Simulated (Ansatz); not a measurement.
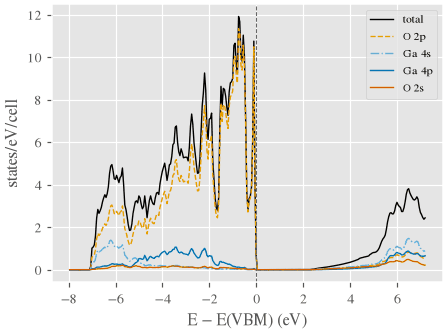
Total and projected density of states of Ga2O3 in space group C2/m (No. 12; Pearson symbol mS20), plane-wave PAW PBEsol (Ansatz code)

Which orbitals carry the states next to the gap?

Top 1 eV of the valence band: O 2p 96 %. Bottom 1 eV of the conduction band: Ga 4s 47 %, O 2s 30 %, O 2p 14 %, Ga 4p 8 %. Projections are on Löwdin-orthogonalised atomic valence shells; empty p or d shells of many metals are not among them.

Where is the tallest occupied peak in this window, and what makes it?

Near -0.8 eV, about 12 states/eV per cell; the largest projected share is O 2p.

The cell was relaxed with PBEsol under the symmetry of its start. Scalar-relativistic: spin–orbit coupling is off unless named, which matters more the heavier the elements.

Potentials: the later of the program's two PAW sets.
